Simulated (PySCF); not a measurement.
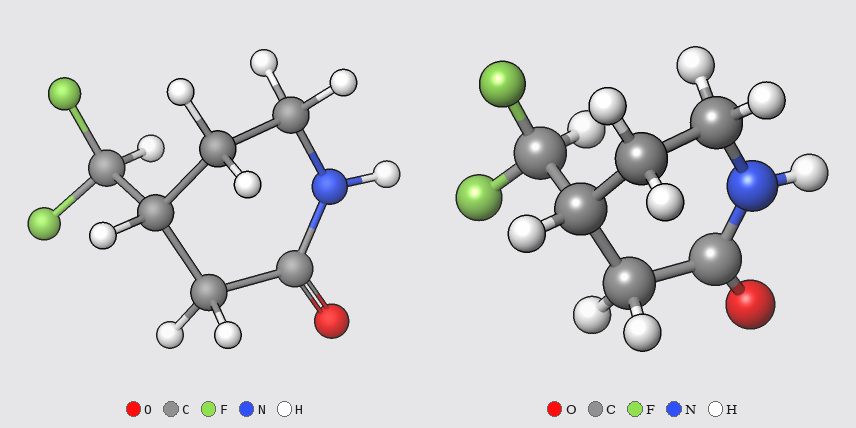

Two views of one molecule.

Computed geometry: PBE0-D3(BJ)/def2-SVP optimisation. No frequency run is at hand to confirm it as a minimum.

**Give the formula.**

C6H9F2NO, 19 atoms: 6 carbon, 9 hydrogen, 2 fluorine, 1 nitrogen and 1 oxygen.

**How many bonds of each kind are drawn?**

8 C–H, 5 C–C, 2 C–F, 2 C–N, 1 C–O, 1 N–H.

**Name functional groups in it.**

Among them: amide, C–F bond.

The parts below concern this one geometry. Atoms keep their numbers from picture to picture.

## Geometry

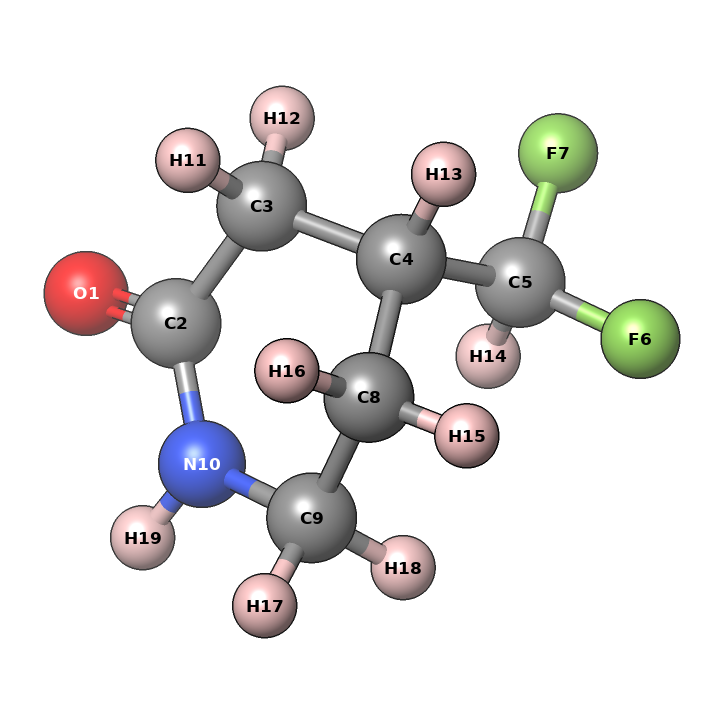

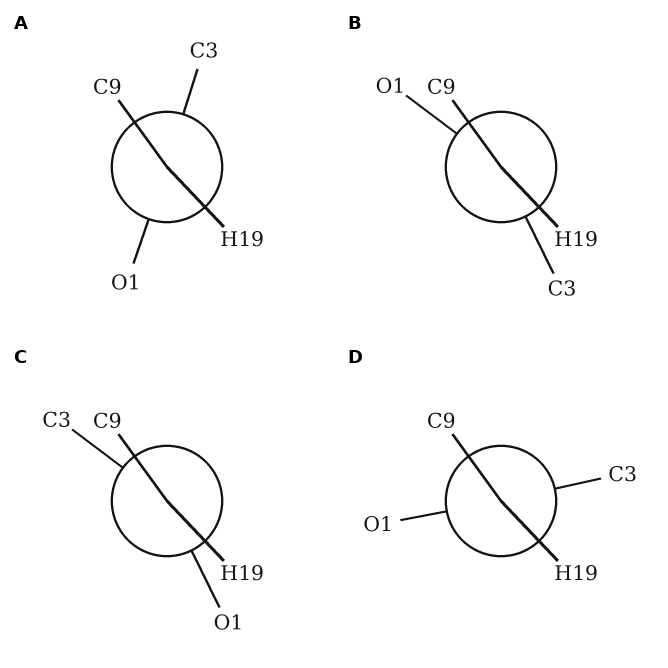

Depth is shown by fading: the farther an atom, the more it takes the colour of the background. Bonds that would overlap in a projection are set slightly apart. No frequency run is at hand to confirm it as a minimum.

**Which Newman projection shows the view along N10–C2, with N10 in front?**

C. The torsion angle C9–N10–C2–O1 is 175°, antiperiplanar (anti).

## NMR shielding

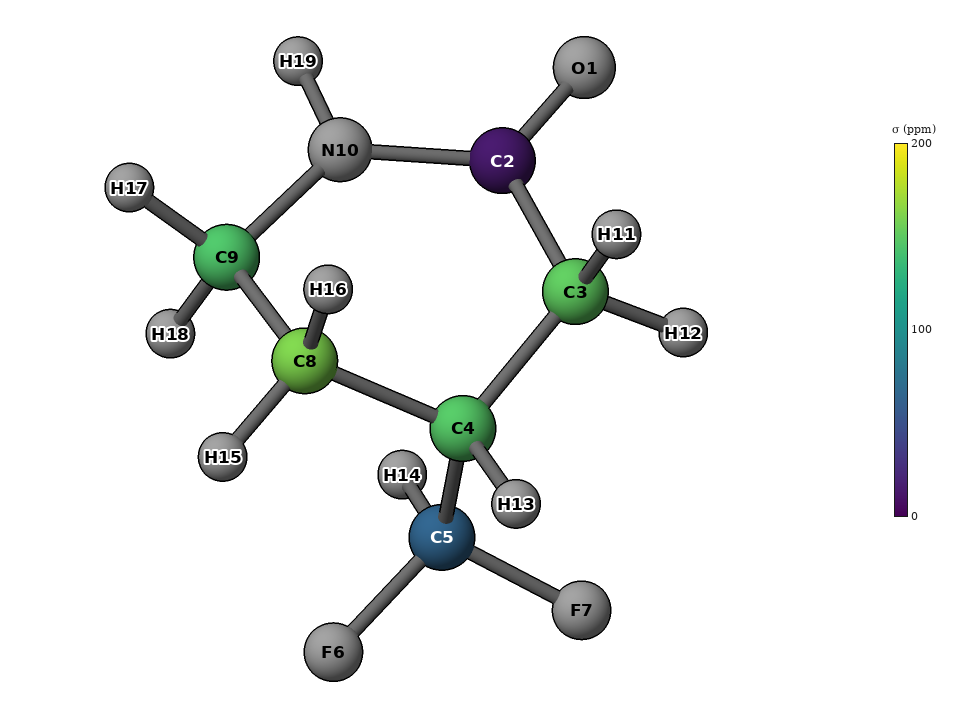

Atoms are coloured by their isotropic NMR shieldings (C only, the others grey). No frequency run is at hand to confirm it as a minimum. Level of theory: GIAO PBE0/pcSseg-1 NMR shielding, non-relativistic, IEF-PCM chloroform (PySCF 2.14.0).

**Which C atom is the most shielded (lowest chemical shift)?**

C8 (160.9 ppm).

**Which C atom is the least shielded (highest chemical shift)?**

C2 (14.5 ppm).

**How wide is the range of C shifts?**

146.4 ppm.

List the isotropic NMR shieldings of the C atoms.

```json
{"atom": "C2", "σ (ppm)": "14.5"}
{"atom": "C3", "σ (ppm)": "151.4"}
{"atom": "C4", "σ (ppm)": "146.9"}
{"atom": "C5", "σ (ppm)": "64.3"}
{"atom": "C8", "σ (ppm)": "160.9"}
{"atom": "C9", "σ (ppm)": "145.0"}
```

## Electronic properties

No frequency run is at hand to confirm it as a minimum. Properties computed with PBE0/pcSseg-1 in chloroform (IEF-PCM) (PySCF 2.14.0).

Computed properties:

- dipole moment: 4.73 D
- HOMO energy (Kohn–Sham orbital): −7.36 eV
- LUMO energy (Kohn–Sham orbital): 0.62 eV
- HOMO–LUMO gap: 7.98 eV

## Quadrupole coupling

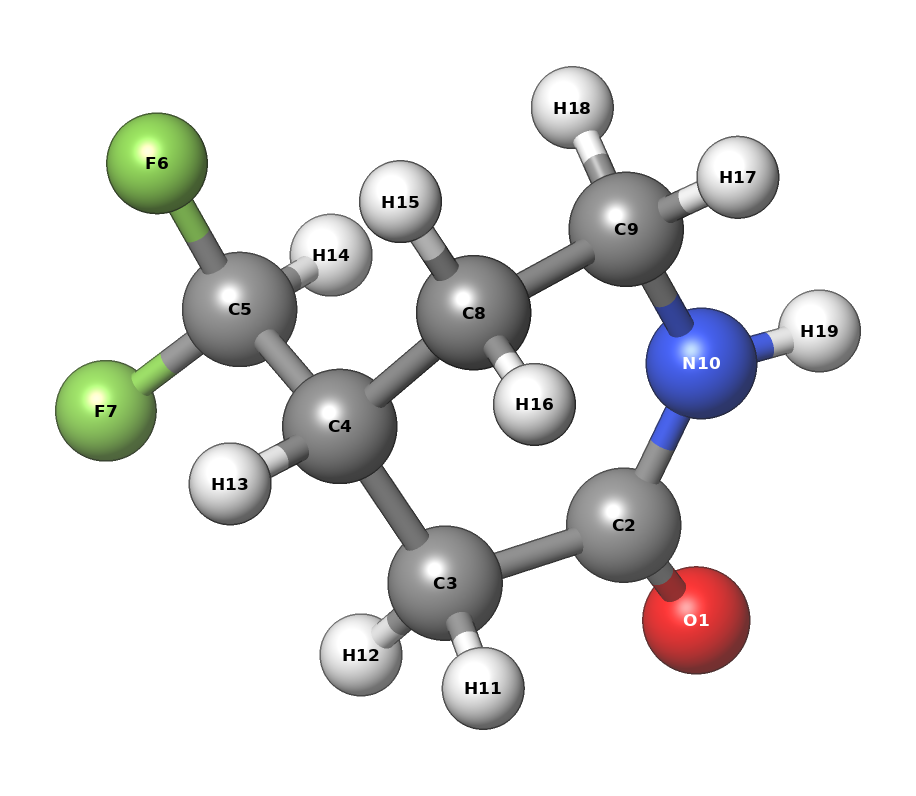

No frequency run is at hand to confirm it as a minimum. Electric field gradients from the ground-state density, PBE0/pcSseg-1 in chloroform (IEF-PCM) (PySCF 2.14.0), non-relativistic apart from any core potentials.

Give the largest field-gradient component, the quadrupole coupling constant and the asymmetry for 17O at O1 (Q = −25.6 mb), 14N at N10 (Q = 20.44 mb), 2H at H11 (Q = 2.86 mb), 2H at H12 (Q = 2.86 mb), 2H at H13 (Q = 2.86 mb), 2H at H14 (Q = 2.86 mb).

```tsv
atom	V_zz (a.u.)	e²qQ/h (MHz)	η
O1	−1.536	9.24	0.15
N10	−0.935	−4.49	0.11
H11	0.284	0.191	0.02
H12	0.287	0.193	0.01
H13	0.278	0.187	0.02
H14	0.255	0.171	0.04
```
